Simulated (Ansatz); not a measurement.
## Al2Cu: pressure series

Base system: Al$_{2}$Cu (space group Fm-3m, No. 225; a cell from a computed database, its experimental status unchecked).

```
CELL_PARAMETERS angstrom
      0.00000     2.86337     2.86337
      2.86337     0.00000     2.86337
      2.86337     2.86337     0.00000
ATOMIC_POSITIONS crystal
  Al 0.25000 0.25000 0.25000
  Al 0.75000 0.75000 0.75000
  Cu 0.50000 0.50000 0.50000
```

Cell and atoms are relaxed at each pressure.

The values are results of PBEsol/PAW in Ansatz (a quantum-chemistry and plane-wave program), no spin-orbit coupling, not measurements.

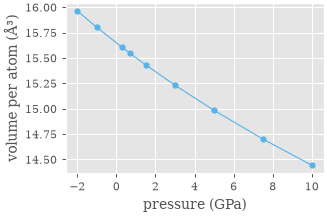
Figure: Volume against pressure

Task: Estimate the zero-pressure bulk modulus from the plot.

Result: About 100 GPa; a third-order Birch–Murnaghan fit to the points gives V₀ = 15.65 Å³/atom, B₀ = 105 GPa and B₀′ = 4.4.

Load acts through the strain it causes; cell and atoms are relaxed under it. No phonon test of stability was made. No other phases were tried under pressure. The base started in I4/mmm and relaxed to Fm-3m at this level. The final runs are not spin-polarised.
